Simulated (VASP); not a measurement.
Band structure of Ge (relaxed from the lonsdaleite structure, space group P6_3/mmc). Calculation: r2SCAN meta-GGA, VASP's PBE PAW potentials (set 64) (plane waves; VASP).

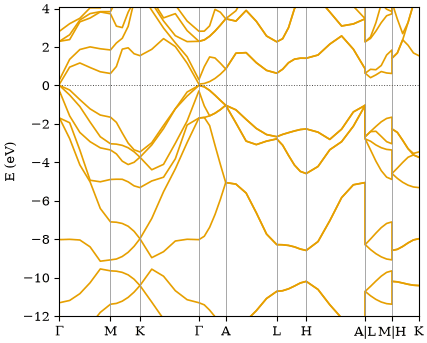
Fig. 1. Bands along high-symmetry lines, zero at the valence-band maximum or, without a gap, the Fermi level

**Question.** Read the plot: is there a gap, and where are the band edges?

**Answer.** The gap is direct, 0.07 eV, from the valence maximum at Γ to the conduction minimum at Γ.

The structure was generated: Ge was put into the lonsdaleite type (P6_3/mmc), which need not be its known phase. It was relaxed first.
